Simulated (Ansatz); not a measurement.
**Molecular dynamics, with input and output: B₂SiH₃Br (part 1 of 3)**

- system: B₂SiH₃Br
- method: UKS B3LYP/def2-SVP (Ansatz 0.2.0)

It belongs to a series of runs on one base structure; here: dynamics from the highest image of the converged band. Figures and captions count atoms from 1; the log counts them from 0 in places.

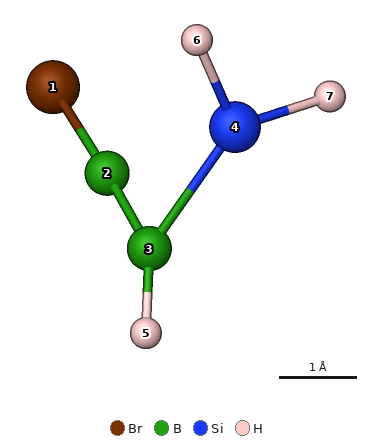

Fig. 1: The structure as given in the input (ball-and-stick view, seen at a tilt; atoms are numbered from 1 in the order of the input). Bond lengths as drawn: B–B 1.56 Å, B–Br 1.86 Å, B–H 1.20 Å, B–Si 2.00 Å and H–Si 1.49 Å.

Summary

- outcome: finished
- mean temperature over the second half: 858 K
- trajectory: 200 steps, 100 fs
- ensemble: nve
- temperature in the input: 100.0 K
- time step: 0.5 fs
- potential energy (last step): −79312.4772 eV
- mean-field energy (last step): −79312.4772 eV
- ⟨S²⟩ (last step): 0.010
- largest force (length of the vector) (last step): 1.869 eV/Å
- hardware: 2 threads of Intel Xeon (Sapphire Rapids), 16 GiB of memory available, shared host
- wall time: 11 min (CPU time 21 min)
- peak memory: 0.32 GiB

Notes

So short a trajectory is not equilibrated.

Input
```yaml
crystal:
  periodic: [false, false, false]
  atoms:
    - { symbol: Br, position_ang: [-1.674718, -2.146215, 0.829668] }
    - { symbol: B, position_ang: [-0.138132, -1.1699, 0.43215] }
    - { symbol: B, position_ang: [1.178273, -0.403304, 0.118213] }
    - { symbol: Si, position_ang: [-0.099398, 1.04556, -0.400766] }
    - { symbol: H, position_ang: [2.376745, -0.43221, 0.104973] }
    - { symbol: H, position_ang: [-0.768202, 1.949265, 0.580485] }
    - { symbol: H, position_ang: [-0.813369, 1.088703, -1.710423] }
magnetization:
  spin_polarized: true
basis:
  gaussian: { orbitals: def2-SVP }
hamiltonian:
  xc: b3lyp
md:
  timestep: 0.5
  n_steps: 200
  ensemble: nve
  temperature: 100.0
  initial_velocities: maxwell_boltzmann
  seed: 12069
```

Launched with:
```bash
ansatz run input.yaml --threads 2 --pin off --max-ram 3072MiB --backend cpu --events-out ev --progress --plain --runs-dir out
```

What the program printed
```
Engine: ansatz 0.2.0, x86_64-unknown-linux-gnu
Functional definition: B3LYP
  parameter a0 = 0.2
  parameter ax = 0.72
  parameter ac = 0.81
  exchange = (1 - a0 - ax)*slater_x + ax*b88_x + a0*exact_x
  correlation = (1 - ac)*vwn_rpa_c + ac*lyp_c
995 factors; integrals over basis functions are off by at most 3.5e-4 eV
mean field evaluation 1: about -79304.4996 eV, gradient 3.1e1 eV
mean field evaluation 2: about -79287.2923 eV, gradient 5.2e1 eV
mean field evaluation 4: about -79310.7103 eV, gradient 9.7e0 eV
mean field evaluation 8: about -79311.4592 eV, gradient 3.3e-1 eV
mean field evaluation 16: about -79311.5866 eV, gradient 4.0e-1 eV
mean field evaluation 32: about -79287.8413 eV, gradient 5.1e1 eV
mean field -79312.13556284 eV, -2914.6672222382 hartree, gradient 1.1e-5 eV, S^2 1.010946; 6 other end points of the search recorded, 0 dependent functions left out
the calculation of the forces begins
reference -79312.13581728 eV, -2914.6672315884 hartree; 31, 31 occupied and 62, 62 virtual orbitals, 995 factors
md step     0: t =     0.00 fs  T =   100.0 K  F+E_penalty+E_count = -79312.13556284 eV  E_kin = 0.064630 eV  conserved = -79312.07093284 eV  (154 SCF iters)
these checks for a lower state are left out or cut short: starts, cluster_reference, orbital_swaps, neighbouring_geometries, increment
995 factors; integrals over basis functions are off by at most 3.5e-4 eV
mean field evaluation 64: about -79312.1350 eV, gradient 3.4e-5 eV
mean field -79312.13504826 eV, -2914.6672033275 hartree, gradient 2.0e-5 eV, S^2 1.010608; 0 other end points of the search recorded, 0 dependent functions left out
the calculation of the forces begins
reference -79312.13530253 eV, -2914.6672126719 hartree; 31, 31 occupied and 62, 62 virtual orbitals, 995 factors
md step     1: t =     0.50 fs  T =    99.2 K  F+E_penalty+E_count = -79312.13504826 eV  E_kin = 0.064122 eV  conserved = -79312.07092630 eV  (38 SCF iters)
[... from here on the SCF iterations and repeated set-up lines of each step are left out, up to the last step ...]
md step     2: t =     1.00 fs  T =    97.0 K  F+E_penalty+E_count = -79312.13357118 eV  E_kin = 0.062664 eV  conserved = -79312.07090712 eV  (38 SCF iters)
md step     3: t =     1.50 fs  T =    93.7 K  F+E_penalty+E_count = -79312.13143620 eV  E_kin = 0.060557 eV  conserved = -79312.07087887 eV  (38 SCF iters)
md step     4: t =     2.00 fs  T =    90.1 K  F+E_penalty+E_count = -79312.12908800 eV  E_kin = 0.058240 eV  conserved = -79312.07084790 eV  (36 SCF iters)
md step     5: t =     2.50 fs  T =    86.9 K  F+E_penalty+E_count = -79312.12701355 eV  E_kin = 0.056192 eV  conserved = -79312.07082131 eV  (36 SCF iters)
md step     6: t =     3.00 fs  T =    84.8 K  F+E_penalty+E_count = -79312.12563148 eV  E_kin = 0.054826 eV  conserved = -79312.07080510 eV  (35 SCF iters)
md step     7: t =     3.50 fs  T =    84.2 K  F+E_penalty+E_count = -79312.12519916 eV  E_kin = 0.054397 eV  conserved = -79312.07080233 eV  (36 SCF iters)
md step     8: t =     4.00 fs  T =    85.0 K  F+E_penalty+E_count = -79312.12576551 eV  E_kin = 0.054953 eV  conserved = -79312.07081220 eV  (36 SCF iters)
md step     9: t =     4.50 fs  T =    87.2 K  F+E_penalty+E_count = -79312.12718333 eV  E_kin = 0.056353 eV  conserved = -79312.07083050 eV  (35 SCF iters)
md step    10: t =     5.00 fs  T =    90.2 K  F+E_penalty+E_count = -79312.12917475 eV  E_kin = 0.058324 eV  conserved = -79312.07085104 eV  (36 SCF iters)
md step    11: t =     5.50 fs  T =    93.7 K  F+E_penalty+E_count = -79312.13142727 eV  E_kin = 0.060560 eV  conserved = -79312.07086765 eV  (36 SCF iters)
md step    12: t =     6.00 fs  T =    97.2 K  F+E_penalty+E_count = -79312.13368988 eV  E_kin = 0.062814 eV  conserved = -79312.07087591 eV  (36 SCF iters)
md step    13: t =     6.50 fs  T =   100.5 K  F+E_penalty+E_count = -79312.13584315 eV  E_kin = 0.064969 eV  conserved = -79312.07087401 eV  (37 SCF iters)
md step    14: t =     7.00 fs  T =   103.8 K  F+E_penalty+E_count = -79312.13792837 eV  E_kin = 0.067066 eV  conserved = -79312.07086286 eV  (37 SCF iters)
md step    15: t =     7.50 fs  T =   107.2 K  F+E_penalty+E_count = -79312.14013421 eV  E_kin = 0.069289 eV  conserved = -79312.07084536 eV  (37 SCF iters)
md step    16: t =     8.00 fs  T =   111.3 K  F+E_penalty+E_count = -79312.14275081 eV  E_kin = 0.071925 eV  conserved = -79312.07082544 eV  (36 SCF iters)
md step    17: t =     8.50 fs  T =   116.5 K  F+E_penalty+E_count = -79312.14610613 eV  E_kin = 0.075299 eV  conserved = -79312.07080739 eV  (36 SCF iters)
md step    18: t =     9.00 fs  T =   123.3 K  F+E_penalty+E_count = -79312.15049963 eV  E_kin = 0.079705 eV  conserved = -79312.07079450 eV  (36 SCF iters)
md step    19: t =     9.50 fs  T =   132.1 K  F+E_penalty+E_count = -79312.15614867 eV  E_kin = 0.085359 eV  conserved = -79312.07078929 eV  (36 SCF iters)
md step    20: t =    10.00 fs  T =   142.9 K  F+E_penalty+E_count = -79312.16315322 eV  E_kin = 0.092362 eV  conserved = -79312.07079117 eV  (37 SCF iters)
md step    21: t =    10.50 fs  T =   155.8 K  F+E_penalty+E_count = -79312.17149141 eV  E_kin = 0.100692 eV  conserved = -79312.07079937 eV  (34 SCF iters)
md step    22: t =    11.00 fs  T =   170.5 K  F+E_penalty+E_count = -79312.18103708 eV  E_kin = 0.110226 eV  conserved = -79312.07081118 eV  (35 SCF iters)
md step    23: t =    11.50 fs  T =   186.9 K  F+E_penalty+E_count = -79312.19160298 eV  E_kin = 0.120780 eV  conserved = -79312.07082292 eV  (34 SCF iters)
md step    24: t =    12.00 fs  T =   204.5 K  F+E_penalty+E_count = -79312.20299870 eV  E_kin = 0.132168 eV  conserved = -79312.07083069 eV  (37 SCF iters)
md step    25: t =    12.50 fs  T =   223.2 K  F+E_penalty+E_count = -79312.21509231 eV  E_kin = 0.144261 eV  conserved = -79312.07083125 eV  (36 SCF iters)
md step    26: t =    13.00 fs  T =   243.0 K  F+E_penalty+E_count = -79312.22786164 eV  E_kin = 0.157039 eV  conserved = -79312.07082296 eV  (37 SCF iters)
md step    27: t =    13.50 fs  T =   264.0 K  F+E_penalty+E_count = -79312.24142116 eV  E_kin = 0.170615 eV  conserved = -79312.07080619 eV  (37 SCF iters)
md step    28: t =    14.00 fs  T =   286.6 K  F+E_penalty+E_count = -79312.25601512 eV  E_kin = 0.185232 eV  conserved = -79312.07078301 eV  (38 SCF iters)
md step    29: t =    14.50 fs  T =   311.3 K  F+E_penalty+E_count = -79312.27197962 eV  E_kin = 0.201221 eV  conserved = -79312.07075912 eV  (38 SCF iters)
md step    30: t =    15.00 fs  T =   338.8 K  F+E_penalty+E_count = -79312.28967435 eV  E_kin = 0.218936 eV  conserved = -79312.07073861 eV  (37 SCF iters)
md step    31: t =    15.50 fs  T =   369.3 K  F+E_penalty+E_count = -79312.30941573 eV  E_kin = 0.238691 eV  conserved = -79312.07072511 eV  (38 SCF iters)
md step    32: t =    16.00 fs  T =   403.4 K  F+E_penalty+E_count = -79312.33142411 eV  E_kin = 0.260704 eV  conserved = -79312.07072002 eV  (40 SCF iters)
md step    33: t =    16.50 fs  T =   441.1 K  F+E_penalty+E_count = -79312.35580468 eV  E_kin = 0.285082 eV  conserved = -79312.07072238 eV  (38 SCF iters)
md step    34: t =    17.00 fs  T =   482.5 K  F+E_penalty+E_count = -79312.38256560 eV  E_kin = 0.311836 eV  conserved = -79312.07072925 eV  (45 SCF iters)
md step    35: t =    17.50 fs  T =   527.5 K  F+E_penalty+E_count = -79312.41166380 eV  E_kin = 0.340926 eV  conserved = -79312.07073736 eV  (77 SCF iters)
md step    36: t =    18.00 fs  T =   576.1 K  F+E_penalty+E_count = -79312.44305849 eV  E_kin = 0.372315 eV  conserved = -79312.07074394 eV  (64 SCF iters)
md step    37: t =    18.50 fs  T =   628.2 K  F+E_penalty+E_count = -79312.47675401 eV  E_kin = 0.406006 eV  conserved = -79312.07074787 eV  (116 SCF iters)
md step    38: t =    19.00 fs  T =   683.3 K  F+E_penalty+E_count = -79312.51266293 eV  E_kin = 0.441589 eV  conserved = -79312.07107385 eV  (131 SCF iters)
md step    39: t =    19.50 fs  T =   739.0 K  F+E_penalty+E_count = -79312.54869023 eV  E_kin = 0.477601 eV  conserved = -79312.07108944 eV  (55 SCF iters)
md step    40: t =    20.00 fs  T =   793.6 K  F+E_penalty+E_count = -79312.58402286 eV  E_kin = 0.512921 eV  conserved = -79312.07110224 eV  (55 SCF iters)
md step    41: t =    20.50 fs  T =   847.0 K  F+E_penalty+E_count = -79312.61855298 eV  E_kin = 0.547439 eV  conserved = -79312.07111439 eV  (57 SCF iters)
md step    42: t =    21.00 fs  T =   899.1 K  F+E_penalty+E_count = -79312.65218709 eV  E_kin = 0.581059 eV  conserved = -79312.07112777 eV  (57 SCF iters)
md step    43: t =    21.50 fs  T =   949.5 K  F+E_penalty+E_count = -79312.68481149 eV  E_kin = 0.613668 eV  conserved = -79312.07114393 eV  (40 SCF iters)
md step    44: t =    22.00 fs  T =   998.1 K  F+E_penalty+E_count = -79312.71626417 eV  E_kin = 0.645101 eV  conserved = -79312.07116302 eV  (37 SCF iters)
md step    45: t =    22.50 fs  T =  1044.6 K  F+E_penalty+E_count = -79312.74632167 eV  E_kin = 0.675134 eV  conserved = -79312.07118726 eV  (37 SCF iters)
md step    46: t =    23.00 fs  T =  1088.5 K  F+E_penalty+E_count = -79312.77468696 eV  E_kin = 0.703473 eV  conserved = -79312.07121361 eV  (37 SCF iters)
md step    47: t =    23.50 fs  T =  1129.1 K  F+E_penalty+E_count = -79312.80100494 eV  E_kin = 0.729763 eV  conserved = -79312.07124170 eV  (37 SCF iters)
md step    48: t =    24.00 fs  T =  1166.0 K  F+E_penalty+E_count = -79312.82487778 eV  E_kin = 0.753608 eV  conserved = -79312.07126961 eV  (37 SCF iters)
md step    49: t =    24.50 fs  T =  1198.5 K  F+E_penalty+E_count = -79312.84589639 eV  E_kin = 0.774601 eV  conserved = -79312.07129494 eV  (36 SCF iters)
md step    50: t =    25.00 fs  T =  1226.0 K  F+E_penalty+E_count = -79312.86367827 eV  E_kin = 0.792363 eV  conserved = -79312.07131541 eV  (36 SCF iters)
md step    51: t =    25.50 fs  T =  1248.0 K  F+E_penalty+E_count = -79312.87790638 eV  E_kin = 0.806577 eV  conserved = -79312.07132908 eV  (35 SCF iters)
md step    52: t =    26.00 fs  T =  1264.2 K  F+E_penalty+E_count = -79312.88836198 eV  E_kin = 0.817027 eV  conserved = -79312.07133477 eV  (36 SCF iters)
md step    53: t =    26.50 fs  T =  1274.3 K  F+E_penalty+E_count = -79312.89494307 eV  E_kin = 0.823610 eV  conserved = -79312.07133295 eV  (35 SCF iters)
md step    54: t =    27.00 fs  T =  1278.6 K  F+E_penalty+E_count = -79312.89766071 eV  E_kin = 0.826335 eV  conserved = -79312.07132553 eV  (35 SCF iters)
md step    55: t =    27.50 fs  T =  1277.0 K  F+E_penalty+E_count = -79312.89661245 eV  E_kin = 0.825297 eV  conserved = -79312.07131546 eV  (35 SCF iters)
md step    56: t =    28.00 fs  T =  1269.7 K  F+E_penalty+E_count = -79312.89193877 eV  E_kin = 0.820633 eV  conserved = -79312.07130607 eV  (36 SCF iters)
md step    57: t =    28.50 fs  T =  1257.1 K  F+E_penalty+E_count = -79312.88377444 eV  E_kin = 0.812475 eV  conserved = -79312.07129988 eV  (36 SCF iters)
md step    58: t =    29.00 fs  T =  1239.2 K  F+E_penalty+E_count = -79312.87221159 eV  E_kin = 0.800914 eV  conserved = -79312.07129744 eV  (36 SCF iters)
md step    59: t =    29.50 fs  T =  1216.1 K  F+E_penalty+E_count = -79312.85728949 eV  E_kin = 0.785992 eV  conserved = -79312.07129725 eV  (36 SCF iters)
md step    60: t =    30.00 fs  T =  1187.9 K  F+E_penalty+E_count = -79312.83901545 eV  E_kin = 0.767720 eV  conserved = -79312.07129552 eV  (36 SCF iters)
md step    61: t =    30.50 fs  T =  1154.5 K  F+E_penalty+E_count = -79312.81741559 eV  E_kin = 0.746126 eV  conserved = -79312.07128932 eV  (36 SCF iters)
md step    62: t =    31.00 fs  T =  1116.1 K  F+E_penalty+E_count = -79312.79259218 eV  E_kin = 0.721318 eV  conserved = -79312.07127440 eV  (35 SCF iters)
md step    63: t =    31.50 fs  T =  1073.1 K  F+E_penalty+E_count = -79312.76478067 eV  E_kin = 0.693532 eV  conserved = -79312.07124879 eV  (35 SCF iters)
md step    64: t =    32.00 fs  T =  1026.1 K  F+E_penalty+E_count = -79312.73438159 eV  E_kin = 0.663169 eV  conserved = -79312.07121236 eV  (35 SCF iters)
md step    65: t =    32.50 fs  T =   976.0 K  F+E_penalty+E_count = -79312.70196239 eV  E_kin = 0.630795 eV  conserved = -79312.07116694 eV  (35 SCF iters)
md step    66: t =    33.00 fs  T =   923.9 K  F+E_penalty+E_count = -79312.66822812 eV  E_kin = 0.597112 eV  conserved = -79312.07111614 eV  (35 SCF iters)
md step    67: t =    33.50 fs  T =   871.0 K  F+E_penalty+E_count = -79312.63396691 eV  E_kin = 0.562903 eV  conserved = -79312.07106434 eV  (35 SCF iters)
md step    68: t =    34.00 fs  T =   818.5 K  F+E_penalty+E_count = -79312.59998445 eV  E_kin = 0.528969 eV  conserved = -79312.07101556 eV  (35 SCF iters)
md step    69: t =    34.50 fs  T =   767.6 K  F+E_penalty+E_count = -79312.56704211 eV  E_kin = 0.496070 eV  conserved = -79312.07097260 eV  (35 SCF iters)
md step    70: t =    35.00 fs  T =   719.3 K  F+E_penalty+E_count = -79312.53581120 eV  E_kin = 0.464874 eV  conserved = -79312.07093719 eV  (35 SCF iters)
md step    71: t =    35.50 fs  T =   674.5 K  F+E_penalty+E_count = -79312.50684829 eV  E_kin = 0.435939 eV  conserved = -79312.07090922 eV  (35 SCF iters)
md step    72: t =    36.00 fs  T =   633.9 K  F+E_penalty+E_count = -79312.48059527 eV  E_kin = 0.409708 eV  conserved = -79312.07088733 eV  (32 SCF iters)
md step    73: t =    36.50 fs  T =   598.1 K  F+E_penalty+E_count = -79312.45739989 eV  E_kin = 0.386531 eV  conserved = -79312.07086868 eV  (36 SCF iters)
md step    74: t =    37.00 fs  T =   567.4 K  F+E_penalty+E_count = -79312.43755379 eV  E_kin = 0.366702 eV  conserved = -79312.07085154 eV  (35 SCF iters)
md step    75: t =    37.50 fs  T =   542.3 K  F+E_penalty+E_count = -79312.42133137 eV  E_kin = 0.350498 eV  conserved = -79312.07083289 eV  (35 SCF iters)
md step    76: t =    38.00 fs  T =   523.3 K  F+E_penalty+E_count = -79312.40902864 eV  E_kin = 0.338217 eV  conserved = -79312.07081153 eV  (36 SCF iters)
md step    77: t =    38.50 fs  T =   510.9 K  F+E_penalty+E_count = -79312.40098241 eV  E_kin = 0.330195 eV  conserved = -79312.07078754 eV  (36 SCF iters)
md step    78: t =    39.00 fs  T =   505.7 K  F+E_penalty+E_count = -79312.39756604 eV  E_kin = 0.326803 eV  conserved = -79312.07076322 eV  (35 SCF iters)
md step    79: t =    39.50 fs  T =   508.1 K  F+E_penalty+E_count = -79312.39915408 eV  E_kin = 0.328412 eV  conserved = -79312.07074249 eV  (36 SCF iters)
md step    80: t =    40.00 fs  T =   518.8 K  F+E_penalty+E_count = -79312.40606044 eV  E_kin = 0.335329 eV  conserved = -79312.07073125 eV  (35 SCF iters)
md step    81: t =    40.50 fs  T =   538.0 K  F+E_penalty+E_count = -79312.41845552 eV  E_kin = 0.347722 eV  conserved = -79312.07073384 eV  (35 SCF iters)
md step    82: t =    41.00 fs  T =   565.6 K  F+E_penalty+E_count = -79312.43628946 eV  E_kin = 0.365535 eV  conserved = -79312.07075490 eV  (36 SCF iters)
md step    83: t =    41.50 fs  T =   601.0 K  F+E_penalty+E_count = -79312.45923315 eV  E_kin = 0.388437 eV  conserved = -79312.07079627 eV  (35 SCF iters)
md step    84: t =    42.00 fs  T =   643.4 K  F+E_penalty+E_count = -79312.48666156 eV  E_kin = 0.415807 eV  conserved = -79312.07085496 eV  (35 SCF iters)
md step    85: t =    42.50 fs  T =   691.3 K  F+E_penalty+E_count = -79312.51769272 eV  E_kin = 0.446766 eV  conserved = -79312.07092631 eV  (36 SCF iters)
md step    86: t =    43.00 fs  T =   743.1 K  F+E_penalty+E_count = -79312.55126875 eV  E_kin = 0.480265 eV  conserved = -79312.07100353 eV  (36 SCF iters)
md step    87: t =    43.50 fs  T =   797.1 K  F+E_penalty+E_count = -79312.58626624 eV  E_kin = 0.515188 eV  conserved = -79312.07107791 eV  (36 SCF iters)
md step    88: t =    44.00 fs  T =   851.7 K  F+E_penalty+E_count = -79312.62161749 eV  E_kin = 0.550473 eV  conserved = -79312.07114492 eV  (35 SCF iters)
md step    89: t =    44.50 fs  T =   905.5 K  F+E_penalty+E_count = -79312.65640332 eV  E_kin = 0.585204 eV  conserved = -79312.07119893 eV  (36 SCF iters)
md step    90: t =    45.00 fs  T =   957.3 K  F+E_penalty+E_count = -79312.68992337 eV  E_kin = 0.618685 eV  conserved = -79312.07123807 eV  (37 SCF iters)
md step    91: t =    45.50 fs  T =  1006.4 K  F+E_penalty+E_count = -79312.72172159 eV  E_kin = 0.650459 eV  conserved = -79312.07126240 eV  (35 SCF iters)
md step    92: t =    46.00 fs  T =  1052.6 K  F+E_penalty+E_count = -79312.75157742 eV  E_kin = 0.680304 eV  conserved = -79312.07127371 eV  (36 SCF iters)
md step    93: t =    46.50 fs  T =  1095.8 K  F+E_penalty+E_count = -79312.77946807 eV  E_kin = 0.708193 eV  conserved = -79312.07127553 eV  (36 SCF iters)
md step    94: t =    47.00 fs  T =  1136.1 K  F+E_penalty+E_count = -79312.80550949 eV  E_kin = 0.734238 eV  conserved = -79312.07127171 eV  (36 SCF iters)
md step    95: t =    47.50 fs  T =  1173.8 K  F+E_penalty+E_count = -79312.82988853 eV  E_kin = 0.758622 eV  conserved = -79312.07126609 eV  (36 SCF iters)
md step    96: t =    48.00 fs  T =  1209.2 K  F+E_penalty+E_count = -79312.85279392 eV  E_kin = 0.781531 eV  conserved = -79312.07126277 eV  (36 SCF iters)
md step    97: t =    48.50 fs  T =  1242.6 K  F+E_penalty+E_count = -79312.87435173 eV  E_kin = 0.803087 eV  conserved = -79312.07126433 eV  (36 SCF iters)
md step    98: t =    49.00 fs  T =  1273.9 K  F+E_penalty+E_count = -79312.89457759 eV  E_kin = 0.823305 eV  conserved = -79312.07127249 eV  (36 SCF iters)
md step    99: t =    49.50 fs  T =  1302.9 K  F+E_penalty+E_count = -79312.91334978 eV  E_kin = 0.842063 eV  conserved = -79312.07128702 eV  (36 SCF iters)
md step   100: t =    50.00 fs  T =  1329.3 K  F+E_penalty+E_count = -79312.93040947 eV  E_kin = 0.859103 eV  conserved = -79312.07130663 eV  (36 SCF iters)
md step   101: t =    50.50 fs  T =  1352.4 K  F+E_penalty+E_count = -79312.94538330 eV  E_kin = 0.874054 eV  conserved = -79312.07132896 eV  (35 SCF iters)
md step   102: t =    51.00 fs  T =  1371.6 K  F+E_penalty+E_count = -79312.95782527 eV  E_kin = 0.886475 eV  conserved = -79312.07135067 eV  (36 SCF iters)
md step   103: t =    51.50 fs  T =  1386.2 K  F+E_penalty+E_count = -79312.96727311 eV  E_kin = 0.895905 eV  conserved = -79312.07136853 eV  (36 SCF iters)
```
